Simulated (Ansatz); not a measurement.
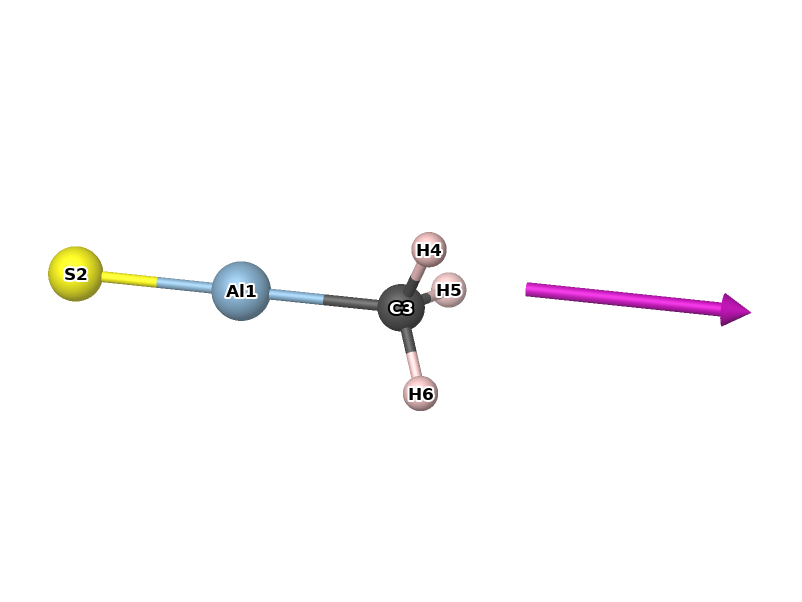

The arrow beside the molecule shows the direction of the dipole moment, from the negative to the positive end (its length means nothing). The computed structure is the end point of a PBE0-D4/def2-TZVP optimisation. Level of theory: RKS PBE0-D4/def2-TZVP (Ansatz 0.2.0).

Question: Estimate the dipole moment.

Answer: 5.16 D; it points from the side of S2 to the side of H4, H5, H6 (the outermost atoms at the two ends).
